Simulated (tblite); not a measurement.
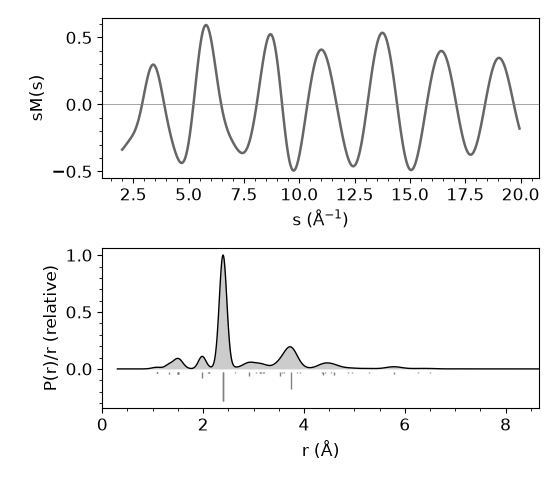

Simulated gas electron diffraction: reduced molecular intensity sM(s) from the Debye equation in the first Born approximation (top) and the radial distribution curve (bottom) of C2H8Ge2Se (charge +1, ignored in the scattering factors) (spin multiplicity 2). Each pair of atoms contributes with weight ZᵢZⱼ/r (bars below the curve); damping constant 0.0015 Å²; vibrational amplitudes assumed, not computed: 0.05 Å for bonds, 0.078 Å for bonds to H, 0.06 + 0.015 r up to 0.15 Å for other pairs. The geometry is the end point of an optimisation (tblite, GFN2-xTB geometry optimisation, gas phase); it may be a saddle point or a higher isomer.

Read the positions of the first 6 clear peaks and name the main pairs (– for bonds).

Answer. Peak 1, 1.50 Å: Ge–H 1.49–1.51 Å (×5); in its flanks C–C 1.32 Å
Peak 2, 1.98 Å: Ge–C 1.98 Å, C···H 2.10–2.11 Å (×3), not resolved
Peak 3, 2.40 Å: Se–Ge 2.39–2.40 Å (×2)
Peak 4, 2.94 Å: Ge···C 2.90 Å, Se···H 3.13–3.20 Å (×5), not resolved
Peak 5, 3.72 Å: Se···C 3.52 Å, Ge···Ge 3.74 Å, not resolved
Peak 6, 4.46 Å: Ge···H 4.36–4.42 Å (×2), Se···C 4.39 Å, Ge···C 4.59 Å, not resolved; in its flanks Ge···H 4.88–4.95 Å
